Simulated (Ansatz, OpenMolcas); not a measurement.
How basis sets differ on CHFGaN (SMILES N#[C][GaH][F])

The species is CHFGaN (5 atoms), meant as a singlet with charge 0. SMILES: `N#[C][GaH][F]`. The shape is that of a PBE0-D4/def2-TZVP optimisation.

| atom | x (Å) | y (Å) | z (Å) |
| --- | --- | --- | --- |
| N | 1.2140 | -1.6572 | 1.2660 |
| C | 0.6410 | -0.8647 | 0.6563 |
| Ga | -0.2597 | 0.5190 | -0.3455 |
| F | -1.7247 | -0.0535 | -1.0926 |
| H | 0.1792 | 1.9827 | -0.5256 |

Each level gives the HOMO–LUMO gap (eV). The values are calculated.

| level | kind | program | value (eV) |
| --- | --- | --- | --- |
| HF/ANO-R0 (sfX2C) | Hartree–Fock | OpenMolcas | 12.94 |
| HF/ANO-RCC-MB (DKH2) | Hartree–Fock | OpenMolcas | 14.09 |
| HF/STO-3G | Hartree–Fock | Ansatz | 12.64 |
| HF/3-21G | Hartree–Fock | Ansatz | 13.78 |
| HF/cc-pVDZ | Hartree–Fock | OpenMolcas | 13.63 |

All-electron rows without a relativistic Hamiltonian named are non-relativistic. The values span 12.64 to 14.09 eV. A Hartree–Fock LUMO above zero doesn't converge with the basis: it sinks as sets grow more diffuse. Orbital gaps aren't excitation energies.

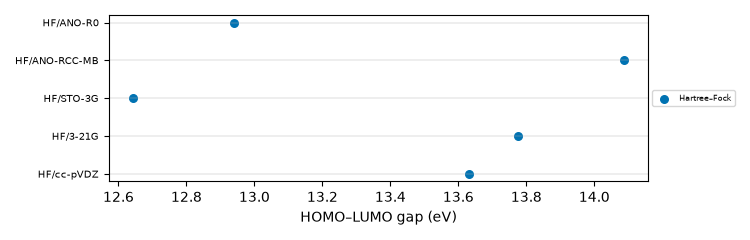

The values of the table, level by level.
